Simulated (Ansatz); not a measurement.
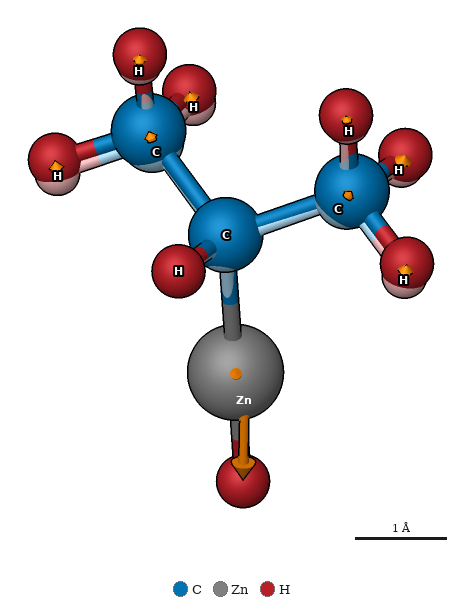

A relaxation of C3H8Zn (coarse preliminary run). The starting structure is drawn faded, the final one solid; orange arrows show the displacements, at their true length. The two geometries are superimposed by the best rigid fit.

Style: ball-and-stick. Shown at a tilt.

The start comes from a force field.

The calculation used RKS PBE-D4/def2-SVP in Ansatz. Settings: force threshold 0.03 eV/Å; at most 200 steps.

Question: What happened in the run?

Answer: The largest move after the best rigid fit is that of an H atom, 1.13 Å. Largest moves by element: H 1.13 Å, C 0.13 Å, Zn 0.08 Å. Among the contacts that change: H–Zn 0.405 → 1.558 Å, C–C 1.476 → 1.535 Å, C–H 1.171 → 1.112 Å, C–H 1.150 → 1.110 Å. Bond angles that change, for instance: C–Zn–H 160.8° → 179.9°, Zn–C–H 110.9° → 105.2°, C–C–Zn 107.2° → 111.7°. Over 10 geometry steps the energy falls by 2841.0 kcal/mol. The largest force component goes from 750 to 0.011 eV/Å.
